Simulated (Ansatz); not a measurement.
# Pt(111) with 4 thermally displaced layers, 2x2: scattering by thermal displacements

Aim: the resistivity of Pt at 800 K from frozen thermal displacements between perfect leads.

Program: Ansatz 0.2.0. Level of theory: Ansatz plane-wave DFT, PBE, PAW files; ballistic transport by layer matching (Landauer), zero bias; PAW set soft_1. Results are calculated unless marked as measured.

### 1. Starting point

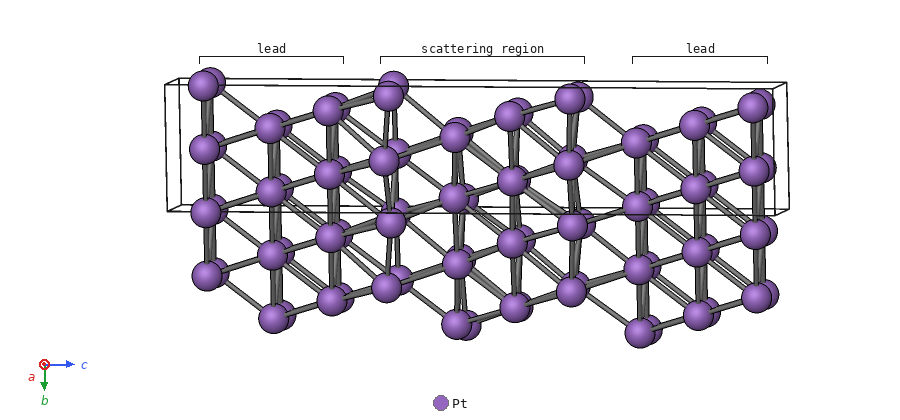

The cell as given, from the side, with the c axis across the page (platinum purple). 1×2×1 cells are drawn.

The cell holds 40 atoms: 40 Pt. Cell: a = 5.546 Å, b = 5.546 Å, c = 22.699 Å, α = 93.5°, β = 86.5°, γ = 120.0°. It derives from Pt. Regions: lead, 24 atoms (24 Pt); scattering region, 16 atoms (16 Pt). The structure is stacked along c, and the current runs across the ab planes.

### 2. With 4 displaced layers

Each atom of 4 layers is moved at random, by amounts drawn from a normal law 0.1019 Å wide in each direction from the Debye model (240 K) at 800 K. The layers about the cell's end stay perfect and serve as the lead. Disorder leaves little or no symmetry, which makes such runs dear. Energies from -0.05 to 0.05 eV in steps of 0.05 eV are too few for the program's thermal sum, so it prints no conductance; for a metal the transmission near the Fermi level serves, at a fraction of the cost.

The input, input.yaml:

```yaml
crystal:
  lattice:
    - [5.5462627489, 0.0, 0.0]
    - [-2.7731313745, 4.8032044366, 0.0]
    - [1.3865656872, -0.8005340728, 22.6425228571]
  atoms:
    - { symbol: Pt, position: [0.9916666667, 0.0083333333, 0.05] }
    - { symbol: Pt, position: [0.9916666667, 0.5083333333, 0.05] }
    - { symbol: Pt, position: [0.4916666667, 0.0083333333, 0.05] }
    - { symbol: Pt, position: [0.4916666667, 0.5083333333, 0.05] }
    - { symbol: Pt, position: [0.1416666667, 0.3583333333, 0.15] }
    - { symbol: Pt, position: [0.1416666667, 0.8583333333, 0.15] }
    - { symbol: Pt, position: [0.6416666667, 0.3583333333, 0.15] }
    - { symbol: Pt, position: [0.6416666667, 0.8583333333, 0.15] }
    - { symbol: Pt, position: [0.2916666667, 0.2083333333, 0.25] }
    - { symbol: Pt, position: [0.2916666667, 0.7083333333, 0.25] }
    - { symbol: Pt, position: [0.7916666667, 0.2083333333, 0.25] }
    - { symbol: Pt, position: [0.7916666667, 0.7083333333, 0.25] }
    - { symbol: Pt, position: [0.9520834116, 0.0810866579, 0.3533378935] }
    - { symbol: Pt, position: [0.9730474909, 0.5917760647, 0.3445737762] }
    - { symbol: Pt, position: [0.4162161396, 0.0302307438, 0.3495150054] }
    - { symbol: Pt, position: [0.4594143887, 0.5582396375, 0.3522319589] }
    - { symbol: Pt, position: [0.0587963205, 0.410773373, 0.4459178435] }
    - { symbol: Pt, position: [0.1329863254, 0.9278626179, 0.4542730272] }
    - { symbol: Pt, position: [0.5966118763, 0.4218305382, 0.4529611672] }
    - { symbol: Pt, position: [0.580147665, 0.8976940229, 0.4494834071] }
    - { symbol: Pt, position: [0.2244485668, 0.2455100943, 0.5487245259] }
    - { symbol: Pt, position: [0.2376090705, 0.7733959006, 0.5428160067] }
    - { symbol: Pt, position: [0.7505727791, 0.244650553, 0.5475427213] }
    - { symbol: Pt, position: [0.7155000022, 0.7550870246, 0.5488852742] }
    - { symbol: Pt, position: [0.8894515915, 0.0970780735, 0.6504219971] }
    - { symbol: Pt, position: [0.9298734396, 0.616581102, 0.647417818] }
    - { symbol: Pt, position: [0.4073683674, 0.1060459436, 0.6526730322] }
    - { symbol: Pt, position: [0.4002253049, 0.5985876841, 0.6413117654] }
    - { symbol: Pt, position: [0.0416666667, 0.4583333333, 0.75] }
    - { symbol: Pt, position: [0.0416666667, 0.9583333333, 0.75] }
    - { symbol: Pt, position: [0.5416666667, 0.4583333333, 0.75] }
    - { symbol: Pt, position: [0.5416666667, 0.9583333333, 0.75] }
    - { symbol: Pt, position: [0.1916666667, 0.3083333333, 0.85] }
    - { symbol: Pt, position: [0.1916666667, 0.8083333333, 0.85] }
    - { symbol: Pt, position: [0.6916666667, 0.3083333333, 0.85] }
    - { symbol: Pt, position: [0.6916666667, 0.8083333333, 0.85] }
    - { symbol: Pt, position: [0.8416666667, 0.1583333333, 0.95] }
    - { symbol: Pt, position: [0.8416666667, 0.6583333333, 0.95] }
    - { symbol: Pt, position: [0.3416666667, 0.1583333333, 0.95] }
    - { symbol: Pt, position: [0.3416666667, 0.6583333333, 0.95] }
kpoints:
  mp_grid: { grid: [5, 5, 1] }
hamiltonian:
  xc: pbe
  pseudopotentials: { kind: paw, azcp: { folder: soft_1 } }
scf:
  occupations: { method: fermi_dirac, width: 0.1 }
output:
  transmission:
    leads: [[0, 4]]
    kmesh: [10, 10]
    e_range: [-0.05, 0.05]
    de: 0.05
  write_potential: true
  write_density: true
  volumetric_format: npy
  elf: true
```

The run is started by

```bash
$ ansatz run input.yaml --threads 4 --pin off --max-ram 15360MiB --backend cpu --events-out ev --progress --plain --runs-dir out
```

Numbers of over 12 decimals in the logs are rounded to 6 here.

The log of the run:

```text
Engine: ansatz 0.2.0, aarch64-unknown-linux-gnu
Pseudopotentials: kind: paw
Pseudopotential: Pt, paw, valence charge 18, recommended cutoff 420 eV (normal), soft_1/Pt.paw.azcp
Functional definition: PBE
  parameter kappa = 0.804
  parameter beta = 0.066725
  exchange = pbe_x(kappa = kappa, mu = beta*pi^2/3)
  correlation = pbe_c(beta = beta)
Crystal: 40 atoms, lattice volume = 603.193 Å³
Basis set: ecut = 420 eV, 11827 PW (Γ)
Bands: 432, of which v1, the nominal top of the filled ones, is band 360 counted from 1 (359 counted from 0)
Symmetry: 1 space group operations
Space group: P1 (ITA 1), of the structure as read, at distance tolerance 8.4e-5 Å
k-points: 13 of 25 (time reversal used)
Non-local potential: Pt, projectors of the file, l = 0: 3, l = 1: 2, l = 2: 2, l = 3: 1
PAW form: soft (Blöchl's): semilocal exchange-correlation on the pseudo side does not see the compensation charge
PAW one-centre angular grid: Pt, 590 points (default); XC on 64 Gauss nodes
Initial density: superposition of atomic densities (chi_scale 0.1, normalization cell)
Initial wavefunctions: pseudopotential atomic-orbital guess
Functional: x = pbe(κ = 0.804, μ = 0.219515), c = pbe(β = 0.066725)
SCF iter   1: F=—  HF=-500999.049484 eV  |F-HF|=—  |Δ(HF+E_count)|=         —  Δρ=8.55e-2  dr2=4.29e1  ethr=3.10e-3  ⟨swp⟩=4.5  Hψ=16516  notcnv=0  defer=242
preconditioner: auto → Kerker (q_TF=auto, 2.810 Å⁻¹)  [metal: Δε(μ)=0.002 eV  Ē_g=8.548 eV  σ=0.100 eV  W_gap=0.00  n_scr=246 (ndim 8)  ℏωp=30.2 eV  f_vac=0.000  D(μ)=67.89/eV (n_scr^D=894)]
SCF iter   2: F=—  HF=-500989.290454 eV  |F-HF|=—  |Δ(HF+E_count)|=    9.76e0  Δρ=4.53e-2  dr2=1.18e1  ethr=3.10e-3  ⟨swp⟩=2.9  Hψ=9416  notcnv=0  defer=488
SCF iter   3: F=—  HF=-500986.009912 eV  |F-HF|=—  |Δ(HF+E_count)|=    3.28e0  Δρ=6.48e-3  dr2=1.52e-1  ethr=1.64e-3  ⟨swp⟩=2.2  Hψ=8084  notcnv=0  defer=488
SCF iter   4: F=—  HF=-500986.024909 eV  |F-HF|=—  |Δ(HF+E_count)|=   1.50e-2  Δρ=1.07e-3  dr2=1.33e-2  ethr=2.11e-5  ⟨swp⟩=1.8  Hψ=6500  notcnv=0  defer=484
SCF iter   5: F=—  HF=-500986.025223 eV  |F-HF|=—  |Δ(HF+E_count)|=   3.14e-4  Δρ=3.88e-4  dr2=1.60e-3  ethr=1.84e-6  ⟨swp⟩=2.5  Hψ=8114  notcnv=0  defer=484
SCF iter   6: F=—  HF=-500986.025127 eV  |F-HF|=—  |Δ(HF+E_count)|=   9.63e-5  Δρ=6.53e-5  dr2=5.33e-5  ethr=2.22e-7  ⟨swp⟩=2.7  Hψ=8956  notcnv=0  defer=484
SCF iter   7: F=—  HF=-500986.023932 eV  |F-HF|=—  |Δ(HF+E_count)|=   1.19e-3  Δρ=1.53e-5  dr2=1.58e-5  ethr=7.40e-9  ⟨swp⟩=1.3  Hψ=5156  notcnv=0  defer=484
SCF iter   8: F=—  HF=-500986.023932 eV  |F-HF|=—  |Δ(HF+E_count)|=   1.70e-7  Δρ=5.80e-6  dr2=6.16e-7  ethr=2.19e-9  ⟨swp⟩=1.0  Hψ=5112  notcnv=0  defer=484
SCF iter   9: F=-500986.023932 eV  HF=-500986.023932 eV  |F-HF|=8.23e-8  |Δ(HF+E_count)|=   4.32e-8  Δρ=1.40e-6  dr2=8.78e-8  ethr=1.39e-11  ⟨swp⟩=8.0  Hψ=17397  notcnv=0
SCF 1 converged in 9 iterations: F = -500986.023932 eV  dr2 = 8.78e-8
  greatest PAW one-centre occupation: 1.000 electrons in one spin orbital (limit 2), on the Pt atom at site 17 (counted from 0), in its partial waves of l = 0
transmission: 224 of 2236 steps passed
transmission: 450 of 2236 steps passed
[...]
transmission: 2236 of 2236 steps passed
SCF converged after 9 iterations
Free energy (F): -500986.023932 eV
Harris-Foulkes:  -500986.023932 eV  (|F-HF|=8.23e-8)
Internal energy: -500983.811292 eV  (E = F + TS)
E sigma→0 (E₀):  -500984.917612 eV
Entropy (-TS):   -2.212640 eV (-55.316 meV/atom)
Fermi energy:    23.439157 eV
--- Per-component energies (eV) ---
  E_band       = -5141.997960
  E_kinetic    = 23910.365622
  E_local      = -57356.356962  (includes V_loc(G=0)·N_el)
  E_nonlocal   = 8157.895917
  E_hartree    = 21863.549983
  E_xc         = -9307.424310
  E_vxc        = -10875.117232  (∫ρ·V_xc dr)
  E_paw        = -379358.366131  (= ΣΔE_a)
  E_vpaw       = -12705.945394  (= ΣTr[D̂ρ^β])
  E_aug_tail   = 0.044838  (compensation charges beyond the density's cutoff)
  E_ewald      = -108893.520249
  E_smearing   = -2.212640  (= −TS)
  E_closure    = -0.000000  (closes the sum)
  Σ components = -500986.023932   (vs F -500986.023932, Δ=0.00e0)
--- Band table (eV; the first three rows and the last of 13) ---
  k-point 0: bands = [... 356 lower, 23.5945, 23.6111, 23.6159, 23.6424, 23.6612, 23.6729, 23.6989, 23.7118, ... 68 higher]
  k-point 1: bands = [... 356 lower, 23.3846, 23.4220, 23.4308, 23.4543, 23.4832, 23.5071, 23.5238, 23.6284, ... 68 higher]
  k-point 2: bands = [... 356 lower, 23.3515, 23.3718, 23.4195, 23.4684, 23.5171, 23.5231, 23.5368, 23.5608, ... 68 higher]
  k-point 12: bands = [... 356 lower, 23.3097, 23.3504, 23.4299, 23.4650, 23.4775, 23.4954, 23.5072, 23.5356, ... 68 higher]
--- Transmission ---
  basis      : 241 plane waves across, 43 finite elements along
  points     : 52, standing for a mesh of 10 x 10
  energies   : 3 from -0.050000 to 0.050000 eV about the Fermi level, 0.050000 eV apart; the leads are filled to 0.000000 eV, and channels, transmission and decay are at 0.000000 eV
  crystal 0  : Pt4, at the sites [0, 4], period 2.2643 Å, over 13.59 Å; its Hamiltonian steps by up to 14.7 meV
    offset         : up to 0.0000 Å between an atom of the period and one for which it stands
    channels       : 6.890000e0 a spin
    conductance    : none, the energies end too early or step too widely for 300 K: set another output.transmission.e_range or a lower de, or, where they end at an eighth of basis.ecutwfc, a higher one
  junction   : crystal 0 to crystal 0, 0.70 to 21.08 Å
    transmission   : 4.572714e0 a spin
    conductance    : none, the energies end too early or step too widely for 300 K: set another output.transmission.e_range or a lower de, or, where they end at an eighth of basis.ecutwfc, a higher one
```

Elapsed: 8.7 min, on 4 threads of Arm Neoverse V1, shared host; peak memory 5.6 GiB; 33 min of CPU time.

In the SCF lines HF is the Harris–Foulkes energy and dr2 the Hartree energy of the density residual, in eV; the loop may stop once dr2 is under the threshold and the program's other checks hold. Hψ counts applications of the Hamiltonian.

Numbers from this step:

```yaml
free_energy: -500986.0239 eV
energy_at_zero_smearing: -500984.9176 eV
fermi_energy: 23.44 eV
cell_area: 26.64 Å²
transmission_per_spin_nearest_the_fermi_level: 4.573
open_channels_per_spin_nearest_the_fermi_level: 6.89
step_of_the_lead_s_potential: 14.7 meV
```

Per spin. The transmission, zone mean by energy, zero at the Fermi level:

| energy (eV) | transmission, zone mean |
| --- | --- |
| -0.0500 | 4.74 |
| 0.0000 | 4.57 |
| 0.0500 | 4.37 |

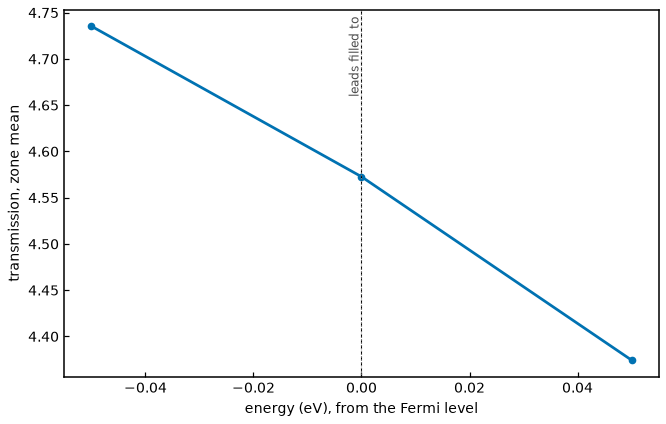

Transmission, zone mean, plotted against energy.

Per spin. Open channels, zone mean, lead against energy, zero at the Fermi level:

| energy (eV) | open channels, zone mean, lead |
| --- | --- |
| -0.0500 | 7.16 |
| 0.0000 | 6.89 |
| 0.0500 | 6.21 |

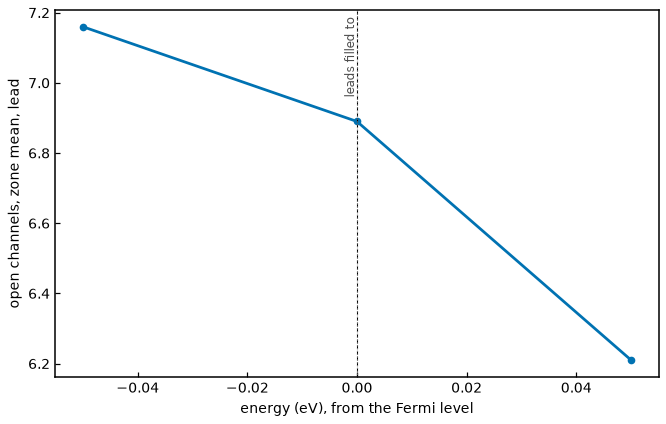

Open channels, zone mean, lead against energy.

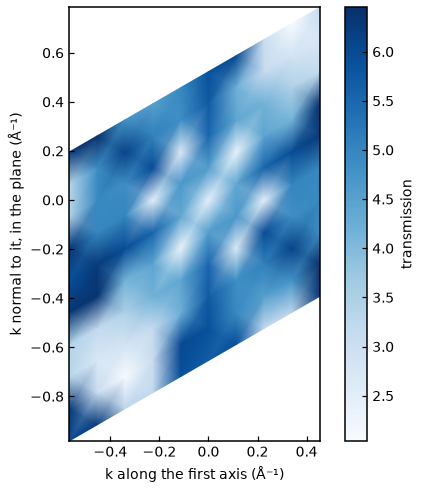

Transmission over k1 and k2. At 0.0000 eV from the Fermi level.

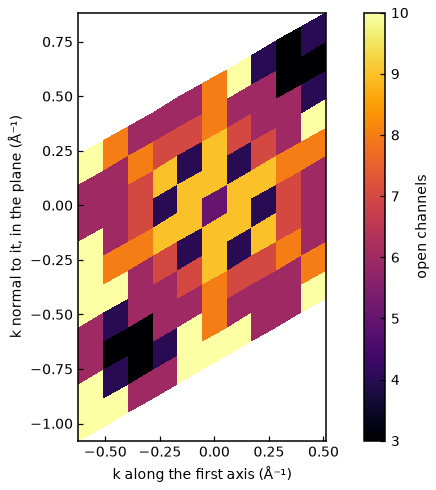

Open channels over k1 and k2. At 0.0000 eV from the Fermi level.

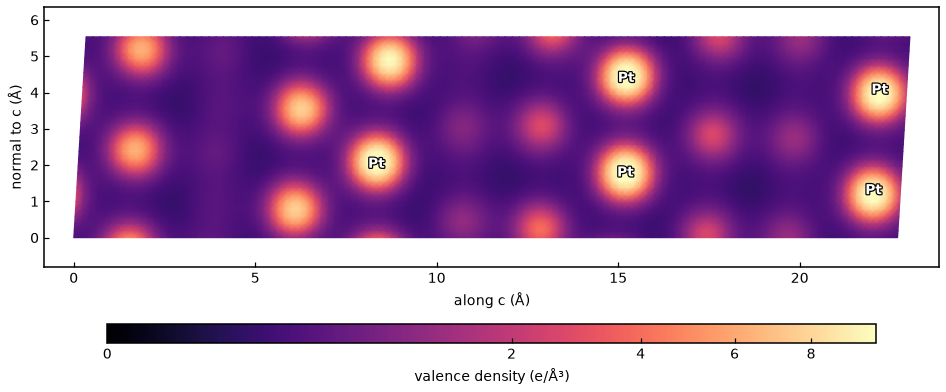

Valence density in the ca plane at fractional y = 0.617, with atoms of Pt within 0.2 Å of it. It is the smooth field of the valence electrons, not physical close to the nuclei. The map starts off the cell's origin, so that atoms lie inside it. The colour scale is stretched toward low values.

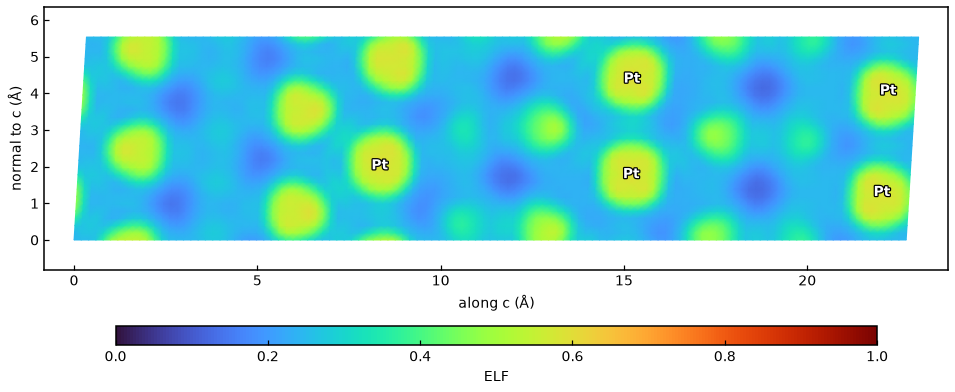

ELF in the ca plane at fractional y = 0.617, with atoms of Pt within 0.2 Å of it. It is the smooth field of the valence electrons, not physical close to the nuclei. The map starts off the cell's origin, so that atoms lie inside it.

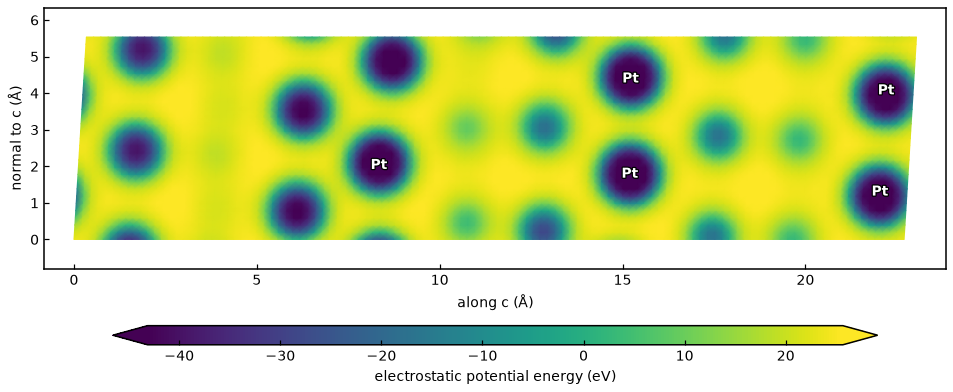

Electrostatic potential energy in the ca plane at fractional y = 0.617, with atoms of Pt within 0.2 Å of it. With pseudopotentials it is smooth inside the atoms' cores, unlike the true potential. The map starts off the cell's origin, so that atoms lie inside it.

Over the solved energies the transmission per spin lies between 4.37 and 4.74, out of 6.75 channels of the lead on average (up to 7.16).

(Continued in part 2 of 2.)

[Logs are printed without paths, hosts, clocks, repeated set-up lines and the standing remarks that a program may print on its own settings, such as how far it seeks lower states.]

[Hosts, paths, dates, database ids (printed as entryN), source tags and the programs' standing remarks are cut or masked in the printed files.]
